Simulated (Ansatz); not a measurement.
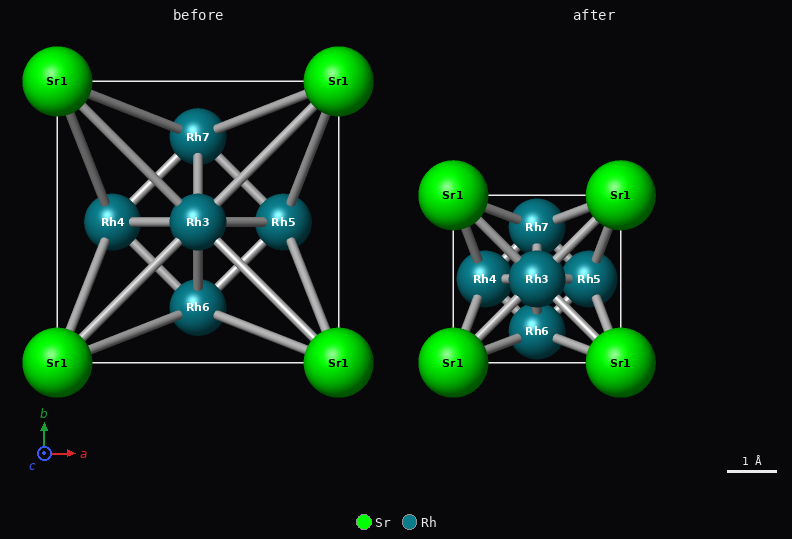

The structure of crystalline SrRh6 (a generated structure, set up in Pm-3m) before (left) and after (right) a relaxation, at one scale.

Style: ball-and-stick. Shown: the cell of the calculation, along the c axis.

Theory: DFT PBE, scalar-relativistic, plane waves, PAW; settings changed (Ansatz).

Input file:
```yaml
crystal:
  lattice:
    - [5.8363071793, 0.0, 0.0]
    - [0.0, 5.8363071793, 0.0]
    - [0.0, 0.0, 5.8363071793]
  atoms:
    - { symbol: Sr, position: [0.0, 0.0, 0.0] }
    - { symbol: Rh, position: [0.5, 0.5, 0.1962954705] }
    - { symbol: Rh, position: [0.5, 0.5, 0.8037045295] }
    - { symbol: Rh, position: [0.1962954705, 0.5, 0.5] }
    - { symbol: Rh, position: [0.8037045295, 0.5, 0.5] }
    - { symbol: Rh, position: [0.5, 0.1962954705, 0.5] }
    - { symbol: Rh, position: [0.5, 0.8037045295, 0.5] }
basis:
  ecutwfc: "50 eV"
kpoints:
  mp_grid: { grid: [6, 6, 6] }
hamiltonian:
  xc: pbe
scf:
  occupations: { method: gaussian, width: 0.1 }
  max_iter: 50
output:
  forces: true
  eigenvalues: true
  stress: true
relax:
  adjacent_minimum: "off"
  f_tol: 0.01
  max_steps: 80
  cell: { stress_tol: 0.05 }
```

Command:
```bash
ansatz run input.yaml --threads 1 --pin off --max-ram 2048MiB --backend cpu --events-out ev --progress --plain --runs-dir out
```

Summarise the run.

The relaxation stopped without meeting its thresholds, so the last structure isn't shown to be converged. The input was poor on purpose: a cutoff far too low. The largest moves relative to the cell, 0.025 Å, are those of Rh2, Rh3, Rh4, Rh5, Rh6 and Rh7. Rh2 goes along −c. Sr stays in place. The drawn cell changes as follows: a = b = c 5.836 → 3.474 Å (−40.5 %); the volume changes by −78.9 %. Near-neighbour distances that change, for instance: Sr1–Sr1 5.836 → 3.474 Å, Rh2–Rh4 4.434 → 2.626 Å, Sr1–Rh2 4.283 → 2.542 Å, Rh2–Rh3 3.545 → 2.160 Å. The space group stays Pm-3m (No. 221). After 12 geometry steps the energy has fallen by 541857 meV per atom. Largest force component: 16 eV/Å at the start, 0.0059 eV/Å at the end. The pressure goes from −2991.09 to −0.04 GPa. The run took 38 s on 1 thread of Arm Neoverse N1, with other jobs on the host, peak memory 0.27 GiB.

Limits of the set-up: the cutoff lies below the recommended one.
